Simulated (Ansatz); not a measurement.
# C2H4BF: a spread of methods and bases

How do the results and run time of C2H4BF respond when the settings are drawn wide?

Method: the settings change from run to run; program: Ansatz 0.2.0, Gaussian basis.

**1. The relaxed structure**

An earlier PBE0-D4 in a triple-zeta def2 set relaxation fixed the geometry.

SMILES `FB1CC1`, 8 atoms, charge 0, spin multiplicity 1.

Atoms are counted from 1 here; the program's logs count them from 0.

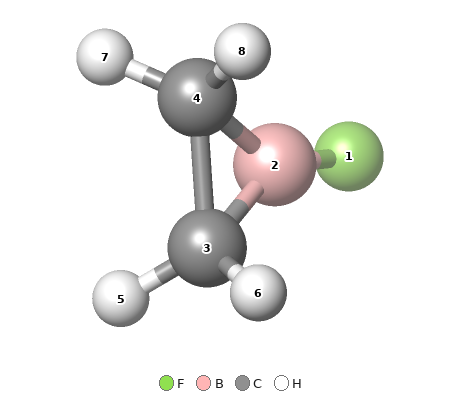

The geometry (fluorine green, boron pink, carbon grey, hydrogen white); atoms are numbered from 1 in the order of the file.

**2. wPBEh/6-31G**

Options: the search for lower states set to off.

Input file in.yaml:

```yaml
crystal:
  periodic: [false, false, false]
  atoms:
    - {symbol: F, position_ang: [-2.203012, 0.490741, 0.315766]}
    - {symbol: B, position_ang: [-0.937673, 0.206290, 0.131257]}
    - {symbol: C, position_ang: [0.493240, 0.686321, 0.075813]}
    - {symbol: C, position_ang: [0.115236, -0.832251, -0.175071]}
    - {symbol: H, position_ang: [0.869326, 1.236740, -0.782178]}
    - {symbol: H, position_ang: [1.050457, 0.899797, 0.983833]}
    - {symbol: H, position_ang: [0.261481, -1.203929, -1.185535]}
    - {symbol: H, position_ang: [0.443044, -1.541011, 0.580414]}
basis:
  gaussian: {orbitals: 6-31G}
hamiltonian: {xc: {name: wPBEh}}
scf: {lower_state_search: off}
output: {forces: true}
```

On the command line:

```sh
$ ansatz run in.yaml --threads 2 --pin off --events-out ev --progress --plain --max-ram 4352MiB
```

The log of the run (excerpt; [...] marks lines left out):

```text
Functional definition: wPBEh
  name "wPBEh"
  cite "Heyd, Scuseria & Ernzerhof, J. Chem. Phys. 118, 8207 (2003) doi:10.1063/1.1564060"
  cite "Krukau, Vydrov, Izmaylov & Scuseria, J. Chem. Phys. 125, 224106 (2006) doi:10.1063/1.2404663"
  cite "Heyd & Scuseria, J. Chem. Phys. 120, 7274 (2004) doi:10.1063/1.1668634"
  cite "Ernzerhof & Perdew, J. Chem. Phys. 109, 3313 (1998) doi:10.1063/1.476928"
  cite "Perdew, Burke & Ernzerhof, Phys. Rev. Lett. 77, 3865 (1996) doi:10.1103/PhysRevLett.77.3865"
  parent pbe
[...]
583 factors; integrals over basis functions are off by at most 1.9e-4 eV
88 factors; integrals over basis functions are off by at most 2.3e-7 eV
[...]
mean field -5525.35275944 eV, -203.0529686910 hartree, gradient 8.8e-6 eV, S^2 0.000000; 0 other end points of the search recorded, 0 dependent functions left out
[...]
reference -5525.35277799 eV, -203.0529693727 hartree; 15, 15 occupied and 29, 29 virtual orbitals, 583 factors
Total energy: -5525.35277799 eV, -203.0529693727 hartree
Atom 0 at    -2.203012     0.490741     0.315766 Å, force    -1.856497     0.417507     0.270574 eV/Å
Atom 1 at    -0.937673     0.206290     0.131257 Å, force     1.468788    -0.330394    -0.214025 eV/Å
Atom 2 at     0.493240     0.686321     0.075813 Å, force     0.180482     0.172863     0.014648 eV/Å
Atom 3 at     0.115236    -0.832251    -0.175071 Å, force     0.079252    -0.231555    -0.052678 eV/Å
Atom 4 at     0.869326     1.236740    -0.782178 Å, force     0.046636     0.071474    -0.023849 eV/Å
Atom 5 at     1.050457     0.899797     0.983833 Å, force     0.053387     0.059685     0.038527 eV/Å
Atom 6 at     0.261481    -1.203929    -1.185535 Å, force     0.010868    -0.073878    -0.047722 eV/Å
Atom 7 at     0.443044    -1.541011     0.580414 Å, force     0.017085    -0.085702     0.014525 eV/Å
Dipole moment:     0.257606    -0.057911    -0.037573 e Å
Checks for a lower state left out: stability, starts, cluster_reference, orbital_swaps, neighbouring_geometries, increment
```

Wall time 0.75 s (2 threads of Arm Neoverse V1, shared host).

Largest force 1.922 eV/Å, dipole 1.28 D.

**3. B3LYP/6-31G***

Options: D3(BJ) dispersion, the search for lower states set to light.

Changes to in.yaml since step 2:

```diff
@@ -12,5 +12,5 @@
 basis:
-  gaussian: {orbitals: 6-31G}
-hamiltonian: {xc: {name: wPBEh}}
-scf: {lower_state_search: off}
+  gaussian: {orbitals: "6-31G*"}
+hamiltonian: {xc: {name: B3LYP}, dispersion: d3bj}
+scf: {lower_state_search: light}
 output: {forces: true}
```

Same command.

The log of the run (excerpt; [...] marks lines left out):

```text
Functional definition: B3LYP
  name "B3LYP"
  cite "Stephens, Devlin, Chabalowski & Frisch, J. Phys. Chem. 98, 11623 (1994) doi:10.1021/j100096a001"
  cite "Becke, Phys. Rev. A 38, 3098 (1988) doi:10.1103/PhysRevA.38.3098"
  cite "Lee, Yang & Parr, Phys. Rev. B 37, 785 (1988) doi:10.1103/PhysRevB.37.785"
  cite "Vosko, Wilk & Nusair, Can. J. Phys. 58, 1200 (1980) doi:10.1139/p80-159"
[...]
678 factors; integrals over basis functions are off by at most 1.1e-3 eV
[...]
mean field -5532.38359214 eV, -203.3113470267 hartree, gradient 2.0e-5 eV, S^2 0.000000; 0 other end points of the search recorded, 0 dependent functions left out
[...]
reference -5532.38374794 eV, -203.3113527522 hartree; 15, 15 occupied and 53, 53 virtual orbitals, 678 factors
Total energy: -5532.57666131 eV, -203.3184421880 hartree
Atom 0 at    -2.203012     0.490741     0.315766 Å, force    -0.410062     0.092346     0.059655 eV/Å
Atom 1 at    -0.937673     0.206290     0.131257 Å, force    -0.020305     0.004335     0.003144 eV/Å
Atom 2 at     0.493240     0.686321     0.075813 Å, force     0.146018     0.211445     0.025463 eV/Å
Atom 3 at     0.115236    -0.832251    -0.175071 Å, force     0.030330    -0.251332    -0.051388 eV/Å
Atom 4 at     0.869326     1.236740    -0.782178 Å, force     0.071601     0.071503    -0.084916 eV/Å
Atom 5 at     1.050457     0.899797     0.983833 Å, force     0.089693     0.038354     0.089231 eV/Å
Atom 6 at     0.261481    -1.203929    -1.185535 Å, force     0.037487    -0.066709    -0.107597 eV/Å
Atom 7 at     0.443044    -1.541011     0.580414 Å, force     0.055238    -0.099942     0.066406 eV/Å
Dipole moment:     0.170025    -0.038218    -0.024807 e Å
```

Run time: 1 s. Hardware: 2 threads of Arm Neoverse V1, shared host.

Largest force 0.425 eV/Å, dipole 0.85 D.

**4. B3LYP/def2-mTZVP**

Options: multiplicity 3, restricted open-shell orbitals, atoms shaken by 0.03 Å, density fitting with def2-universal-jkfit, finite nuclei.

Input file in.yaml:

```yaml
crystal:
  periodic: [false, false, false]
  atoms:
    - {symbol: F, position_ang: [-2.191619, 0.474150, 0.332404]}
    - {symbol: B, position_ang: [-0.898631, 0.211287, 0.146024]}
    - {symbol: C, position_ang: [0.490989, 0.697357, 0.117660]}
    - {symbol: C, position_ang: [0.124233, -0.852113, -0.139469]}
    - {symbol: H, position_ang: [0.874369, 1.269030, -0.777317]}
    - {symbol: H, position_ang: [1.053415, 0.879897, 0.957982]}
    - {symbol: H, position_ang: [0.255787, -1.226980, -1.169890]}
    - {symbol: H, position_ang: [0.421950, -1.546455, 0.574190]}
basis:
  gaussian: {orbitals: def2-mTZVP, fitting: {mean_field: def2-universal-jkfit}, nuclear_model: gaussian}
magnetization: {spin_polarized: false, initial_magnetization: 2}
hamiltonian: {xc: {name: B3LYP}}
```

The command is unchanged.

The log of the run (excerpt; [...] marks lines left out):

```text
Functional definition: B3LYP
  name "B3LYP"
  cite "Stephens, Devlin, Chabalowski & Frisch, J. Phys. Chem. 98, 11623 (1994) doi:10.1021/j100096a001"
  cite "Becke, Phys. Rev. A 38, 3098 (1988) doi:10.1103/PhysRevA.38.3098"
  cite "Lee, Yang & Parr, Phys. Rev. B 37, 785 (1988) doi:10.1103/PhysRevB.37.785"
  cite "Vosko, Wilk & Nusair, Can. J. Phys. 58, 1200 (1980) doi:10.1139/p80-159"
[...]
374 factors; integrals over basis functions are off by at most 1.6e0 eV
[...]
mean field -5529.78586085 eV, -203.2158821629 hartree, gradient 2.7e-5 eV, S^2 2.000000; 2 other end points of the search recorded, 0 dependent functions left out
reference -5529.78611660 eV, -203.2158915616 hartree; 16, 14 occupied and 72, 74 virtual orbitals, 374 factors
Total energy: -5529.78611660 eV, -203.2158915616 hartree
```

It took 1.9 s on 2 threads of Arm Neoverse V1, shared host.

**5. BLYP/def2-SVPD**

Options: D4 dispersion, high accuracy.

Input file in.yaml:

```yaml
crystal:
  periodic: [false, false, false]
  atoms:
    - {symbol: F, position_ang: [-2.203012, 0.490741, 0.315766]}
    - {symbol: B, position_ang: [-0.937673, 0.206290, 0.131257]}
    - {symbol: C, position_ang: [0.493240, 0.686321, 0.075813]}
    - {symbol: C, position_ang: [0.115236, -0.832251, -0.175071]}
    - {symbol: H, position_ang: [0.869326, 1.236740, -0.782178]}
    - {symbol: H, position_ang: [1.050457, 0.899797, 0.983833]}
    - {symbol: H, position_ang: [0.261481, -1.203929, -1.185535]}
    - {symbol: H, position_ang: [0.443044, -1.541011, 0.580414]}
basis:
  gaussian: {orbitals: def2-SVPD}
hamiltonian: {xc: {name: BLYP}, dispersion: d4}
accuracy: high
```

Launched as before.

The log of the run:

```text
Functional definition: BLYP
  name "BLYP"
  cite "Becke, Phys. Rev. A 38, 3098 (1988) doi:10.1103/PhysRevA.38.3098"
  cite "Lee, Yang & Parr, Phys. Rev. B 37, 785 (1988) doi:10.1103/PhysRevB.37.785"
  parameter beta = 0.0042
  parameter a = 0.04918
  parameter b = 0.132
  parameter c = 0.2533
  parameter d = 0.349
  exchange = b88_x(beta = beta)
  correlation = lyp_c(a = a, b = b, c = c, d = d)
2292 factors; integrals over basis functions are off by at most 3.6e-9 eV
mean field evaluation 1: about -5516.1136 eV, gradient 6.7e1 eV
mean field evaluation 2: about -5493.5567 eV, gradient 1.1e2 eV
mean field evaluation 4: about -5526.5714 eV, gradient 1.2e1 eV
mean field evaluation 8: about -5526.7878 eV, gradient 1.1e-1 eV
mean field evaluation 16: about -5526.7878 eV, gradient 1.6e-6 eV
mean field -5526.78784962 eV, -203.1057072823 hartree, gradient 9.9e-9 eV, S^2 0.000000; 0 other end points of the search recorded, 0 dependent functions left out
reference -5526.78790460 eV, -203.1057093025 hartree; 15, 15 occupied and 100, 100 virtual orbitals, 2292 factors
Total energy: -5527.03091189 eV, -203.1146396560 hartree
```

Wall time 4.2 s (2 threads of Arm Neoverse V1, shared host).

**6. B3LYP/def2-mTZVPP**

This run has charge +1, multiplicity 2, a point charge of 2.00 e beside it.

Changes to in.yaml since step 5:

```diff
@@ -12,4 +12,6 @@
 basis:
-  gaussian: {orbitals: def2-SVPD}
-hamiltonian: {xc: {name: BLYP}, dispersion: d4}
-accuracy: high
+  gaussian: {orbitals: def2-mTZVPP, point_charges: [{charge: 2.00, position_ang: [4.679, -0.494, 0.754]}]}
+total_charge: 1
+magnetization: {spin_polarized: true, initial_magnetization: 1}
+hamiltonian: {xc: {name: B3LYP}}
+output: {forces: true}
```

Same command.

The log of the run (excerpt; [...] marks lines left out):

```text
Functional definition: B3LYP
  name "B3LYP"
  cite "Stephens, Devlin, Chabalowski & Frisch, J. Phys. Chem. 98, 11623 (1994) doi:10.1021/j100096a001"
  cite "Becke, Phys. Rev. A 38, 3098 (1988) doi:10.1103/PhysRevA.38.3098"
  cite "Lee, Yang & Parr, Phys. Rev. B 37, 785 (1988) doi:10.1103/PhysRevB.37.785"
  cite "Vosko, Wilk & Nusair, Can. J. Phys. 58, 1200 (1980) doi:10.1139/p80-159"
[...]
932 factors; integrals over basis functions are off by at most 8.1e-4 eV
[...]
mean field -5519.10787861 eV, -202.8234735532 hartree, gradient 3.3e-5 eV, S^2 0.752359; 2 other end points of the search recorded, 0 dependent functions left out
[...]
reference -5519.10808191 eV, -202.8234810244 hartree; 15, 14 occupied and 86, 87 virtual orbitals, 932 factors
Total energy: -5519.10808191 eV, -202.8234810244 hartree
Atom 0 at    -2.203012     0.490741     0.315766 Å, force     3.168386    -0.746258    -0.459382 eV/Å
Atom 1 at    -0.937673     0.206290     0.131257 Å, force    -7.739726     1.923920     1.044950 eV/Å
Atom 2 at     0.493240     0.686321     0.075813 Å, force     3.106361    -2.335813    -0.700420 eV/Å
Atom 3 at     0.115236    -0.832251    -0.175071 Å, force     4.076186     0.609064    -0.223831 eV/Å
Atom 4 at     0.869326     1.236740    -0.782178 Å, force    -0.862847     0.398057    -0.384745 eV/Å
Atom 5 at     1.050457     0.899797     0.983833 Å, force    -0.883672     0.260410     0.550930 eV/Å
Atom 6 at     0.261481    -1.203929    -1.185535 Å, force    -0.907531     0.094019    -0.437885 eV/Å
Atom 7 at     0.443044    -1.541011     0.580414 Å, force    -0.892727    -0.092333     0.489034 eV/Å
Dipole moment:     0.230791    -0.123885    -0.139228 e Å
```

It took 3.4 s on 2 threads of Arm Neoverse V1, shared host.

Largest force 8.043 eV/Å, ⟨S²⟩ 0.752.

**7. wB97M-V/ANO-RCC-VTZP**

Set apart from the defaults: atoms shaken by 0.15 Å.

Input file in.yaml:

```yaml
crystal:
  periodic: [false, false, false]
  atoms:
    - {symbol: F, position_ang: [-2.181812, 0.427318, 0.573503]}
    - {symbol: B, position_ang: [-1.062290, 0.255580, 0.354900]}
    - {symbol: C, position_ang: [0.248283, 0.694877, 0.004075]}
    - {symbol: C, position_ang: [0.302244, -0.743784, -0.117742]}
    - {symbol: H, position_ang: [0.892958, 1.360328, -0.567692]}
    - {symbol: H, position_ang: [1.103240, 0.988891, 0.840678]}
    - {symbol: H, position_ang: [0.210196, -1.338926, -0.995933]}
    - {symbol: H, position_ang: [0.606049, -1.369052, 0.607346]}
basis:
  gaussian: {orbitals: ANO-RCC-VTZP}
hamiltonian: {xc: {name: wB97M-V}}
output: {forces: true}
```

The command is unchanged.

The log of the run (excerpt; [...] marks lines left out):

```text
Functional definition: wB97M-V
  name "wB97M-V"
  cite "Mardirossian & Head-Gordon, J. Chem. Phys. 144, 214110 (2016) doi:10.1063/1.4952647"
  cite "Becke, J. Chem. Phys. 107, 8554 (1997) doi:10.1063/1.475007"
  cite "Vydrov & Van Voorhis, J. Chem. Phys. 133, 244103 (2010) doi:10.1063/1.3521275"
  # Of w^i u^j: cxij and so on, Table III.
[...]
  gx(w, u) = 1 - cx + cx01*u + cx10*w
  gss(w, u) = css00 + css04*u^4 + css10*w + css20*w^2 + css43*w^4*u^3
  gos(w, u) = cos00 + cos10*w + (cos20 + cos21*u)*w^2 + (cos60 + cos61*u)*w^6
[...]
      + integral(e_c_pw_mod_opposite_spin*gos(b97_w_opposite, b97_u_opposite)) + vv10(b, c)
1139 factors; their error is unknown
304 factors; integrals over basis functions are off by at most 1.4e-5 eV
[...]
mean field -5533.30325501 eV, -203.3451440139 hartree, gradient 8.7e-5 eV, S^2 0.000000; 0 other end points of the search recorded, 0 dependent functions left out
[...]
reference -5533.30333041 eV, -203.3451467850 hartree; 15, 15 occupied and 161, 161 virtual orbitals, 1139 factors
Total energy: -5533.30333041 eV, -203.3451467850 hartree
Relativity: scalar
Atom 0 at    -2.181812     0.427318     0.573503 Å, force   -11.351742     1.650203     2.436921 eV/Å
Atom 1 at    -1.062290     0.255580     0.354900 Å, force    11.240688    -3.686407    -2.973277 eV/Å
Atom 2 at     0.248283     0.694877     0.004075 Å, force     6.628297     4.453487     2.096565 eV/Å
Atom 3 at     0.302244    -0.743784    -0.117742 Å, force    -4.336488    -0.798658    -1.166439 eV/Å
Atom 4 at     0.892958     1.360328    -0.567692 Å, force    -1.066048     0.301160    -1.479822 eV/Å
Atom 5 at     1.103240     0.988891     0.840678 Å, force    -2.601784    -0.735041    -0.573134 eV/Å
Atom 6 at     0.210196    -1.338926    -0.995933 Å, force    -0.112273     0.325612    -1.152874 eV/Å
Atom 7 at     0.606049    -1.369052     0.607346 Å, force     1.599351    -1.510356     2.812060 eV/Å
Dipole moment:     0.006130     0.139813     0.083309 e Å
```

Run time: 18 s. Hardware: 2 threads of Arm Neoverse V1, shared host; peak memory 0.56 GiB.

Largest force 12.198 eV/Å, dipole 0.78 D.

**8. wB97X-V/pcseg-2**

This run has charge +1, multiplicity 2, a grid of angular degree 11, high accuracy, the search for lower states set to off.

Input file in.yaml:

```yaml
crystal:
  periodic: [false, false, false]
  atoms:
    - {symbol: F, position_ang: [-2.203012, 0.490741, 0.315766]}
    - {symbol: B, position_ang: [-0.937673, 0.206290, 0.131257]}
    - {symbol: C, position_ang: [0.493240, 0.686321, 0.075813]}
    - {symbol: C, position_ang: [0.115236, -0.832251, -0.175071]}
    - {symbol: H, position_ang: [0.869326, 1.236740, -0.782178]}
    - {symbol: H, position_ang: [1.050457, 0.899797, 0.983833]}
    - {symbol: H, position_ang: [0.261481, -1.203929, -1.185535]}
    - {symbol: H, position_ang: [0.443044, -1.541011, 0.580414]}
basis:
  gaussian: {orbitals: pcseg-2, final_grid: {core_spheres: 5, valence_spheres: 4, degree: 11}}
total_charge: 1
magnetization: {spin_polarized: true, initial_magnetization: 1}
hamiltonian: {xc: {name: wB97X-V}}
accuracy: high
scf: {lower_state_search: off}
```

Same command.

The log of the run (excerpt; [...] marks lines left out):

```text
Functional definition: wB97X-V
  name "wB97X-V"
  cite "Mardirossian & Head-Gordon, Phys. Chem. Chem. Phys. 16, 9904 (2014) doi:10.1039/C3CP54374A"
  cite "Becke, J. Chem. Phys. 107, 8554 (1997) doi:10.1063/1.475007"
  cite "Vydrov & Van Voorhis, J. Chem. Phys. 133, 244103 (2010) doi:10.1063/1.3521275"
[...]
      + integral(e_c_pw_opposite_spin*poly(b97_u_opposite, cos0, cos1)) + vv10(b, c)
[...]
3132 factors; integrals over basis functions are off by at most 3.5e-9 eV
381 factors; integrals over basis functions are off by at most 2.3e-9 eV
[...]
mean field -5522.90221118 eV, -202.9629127031 hartree, gradient 5.1e-8 eV, S^2 0.752879; 0 other end points of the search recorded, 0 dependent functions left out
reference -5522.90221096 eV, -202.9629126951 hartree; 15, 14 occupied and 161, 162 virtual orbitals, 3132 factors
Total energy: -5522.90221096 eV, -202.9629126951 hartree
Checks for a lower state left out: stability, starts, cluster_reference, orbital_swaps, neighbouring_geometries, increment
```

Wall time 27 s (2 threads of Arm Neoverse V1, shared host); peak memory 0.88 GiB.

⟨S²⟩ 0.753.

**9. B97M-V/ANO-RCC-VTZP**

Changes to in.yaml since step 8:

```diff
@@ -12,7 +12,3 @@
 basis:
-  gaussian: {orbitals: pcseg-2, final_grid: {core_spheres: 5, valence_spheres: 4, degree: 11}}
-total_charge: 1
-magnetization: {spin_polarized: true, initial_magnetization: 1}
-hamiltonian: {xc: {name: wB97X-V}}
-accuracy: high
-scf: {lower_state_search: off}
+  gaussian: {orbitals: ANO-RCC-VTZP}
+hamiltonian: {xc: {name: B97M-V}}
```

Launched as before.

The log of the run (excerpt; [...] marks lines left out):

```text
Functional definition: B97M-V
  name "B97M-V"
  cite "Mardirossian & Head-Gordon, J. Chem. Phys. 142, 074111 (2015) doi:10.1063/1.4907719"
  cite "Becke, J. Chem. Phys. 107, 8554 (1997) doi:10.1063/1.475007"
  cite "Vydrov & Van Voorhis, J. Chem. Phys. 133, 244103 (2010) doi:10.1063/1.3521275"
  # Of w^i u^j: cxij and so on, Table III.
[...]
  gx(w, u) = cx00 + cx01*u + cx02*u^2 + (cx10 + cx11*u)*w
  gss(w, u) = css00 + css02*u^2 + css10*w + (css32*w^3 + css42*w^4)*u^2
  gos(w, u) = cos00 + cos01*u + cos03*u^3 + cos10*w + cos32*w^3*u^2
[...]
      + integral(e_c_pw_mod_opposite_spin*gos(b97_w_opposite, b97_u_opposite)) + vv10(b, c)
1139 factors; their error is unknown
[...]
mean field -5537.77772570 eV, -203.5095777788 hartree, gradient 5.0e-5 eV, S^2 0.000000; 0 other end points of the search recorded, 0 dependent functions left out
reference -5537.77781390 eV, -203.5095810202 hartree; 15, 15 occupied and 161, 161 virtual orbitals, 1139 factors
Total energy: -5537.77781390 eV, -203.5095810202 hartree
Relativity: scalar
```

Run time: 12 s. Hardware: 2 threads of Arm Neoverse V1, shared host.

**10. B3LYP/def2-mTZVP**

Set apart from the defaults: unrestricted orbitals, density fitting with cc-pVTZ-jkfit, D3(BJ) with three-body dispersion, high accuracy.

Changes to in.yaml since step 9:

```diff
@@ -12,3 +12,5 @@
 basis:
-  gaussian: {orbitals: ANO-RCC-VTZP}
-hamiltonian: {xc: {name: B97M-V}}
+  gaussian: {orbitals: def2-mTZVP, fitting: {mean_field: cc-pVTZ-jkfit}}
+magnetization: {spin_polarized: true, initial_magnetization: 0}
+hamiltonian: {xc: {name: B3LYP}, dispersion: d3bjatm}
+accuracy: high
```

Launched as before.

The log of the run (excerpt; [...] marks lines left out):

```text
Functional definition: B3LYP
  name "B3LYP"
  cite "Stephens, Devlin, Chabalowski & Frisch, J. Phys. Chem. 98, 11623 (1994) doi:10.1021/j100096a001"
  cite "Becke, Phys. Rev. A 38, 3098 (1988) doi:10.1103/PhysRevA.38.3098"
  cite "Lee, Yang & Parr, Phys. Rev. B 37, 785 (1988) doi:10.1103/PhysRevB.37.785"
  cite "Vosko, Wilk & Nusair, Can. J. Phys. 58, 1200 (1980) doi:10.1139/p80-159"
[...]
436 factors; integrals over basis functions are off by at most 2.9e-1 eV
[...]
mean field -5534.56196606 eV, -203.3914007918 hartree, gradient 3.0e-8 eV, S^2 0.000000; 0 other end points of the search recorded, 0 dependent functions left out
reference -5534.56200541 eV, -203.3914022380 hartree; 15, 15 occupied and 73, 73 virtual orbitals, 436 factors
Total energy: -5534.75480863 eV, -203.3984876258 hartree
```

Wall time 3.1 s (2 threads of Arm Neoverse V1, shared host).

⟨S²⟩ 0.000.

**11. The runs in one table**

| level | charge | multiplicity | geometry | functions | energy (eV) | time |
| --- | --- | --- | --- | --- | --- | --- |
| wPBEh/6-31G | 0 | 1 | relaxed | 44 | -5525.353 | 0.75 s |
| B3LYP/6-31G* | 0 | 1 | relaxed | 68 | -5532.577 | 1 s |
| B3LYP/def2-mTZVP | 0 | 3 | shaken | 88 | -5529.786 | 1.9 s |
| BLYP/def2-SVPD | 0 | 1 | relaxed | 115 | -5527.031 | 4.2 s |
| B3LYP/def2-mTZVPP | 1 | 2 | relaxed, point charge | 101 | -5519.108 | 3.4 s |
| wB97M-V/ANO-RCC-VTZP | 0 | 1 | shaken | 176 | -5533.303 | 18 s |
| wB97X-V/pcseg-2 | 1 | 2 | relaxed | 176 | -5522.902 | 27 s |
| B97M-V/ANO-RCC-VTZP | 0 | 1 | relaxed | 176 | -5537.778 | 12 s |
| B3LYP/def2-mTZVP | 0 | 1 | relaxed | 88 | -5534.755 | 3.1 s |

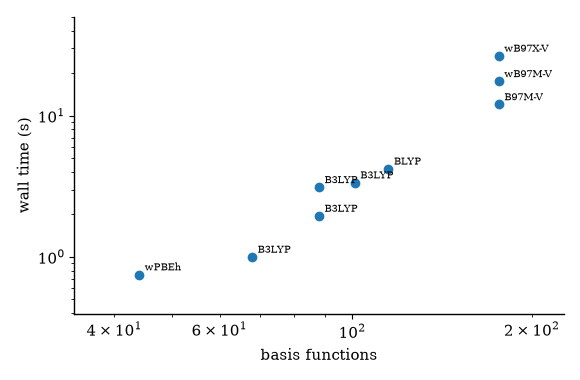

Wall time against the number of basis functions (shared host).

**12. Results**

| quantity | value |
| --- | --- |
| runs | 9 |
| quickest | wPBEh/6-31G, 0.75 s |
| slowest | wB97X-V/pcseg-2, 27 s |
| spread of total energies, same state and geometry | 12.4 eV |
| dipole, same state and geometry | 0.85 to 1.28 D |

What this shows: wB97X-V/pcseg-2 took 35 times as long as wPBEh/6-31G. The jobs differ in tasks and options as well as level. Total energies at one charge and spin differ by 12 eV between levels, so only differences within one level mean anything. At the PBE0-D4/def2-TZVP geometry and in the same state, runs without warnings or point charges leave forces up to 1.92 eV/Å (wPBEh/6-31G), against 12.2 eV/Å where the atoms were moved.
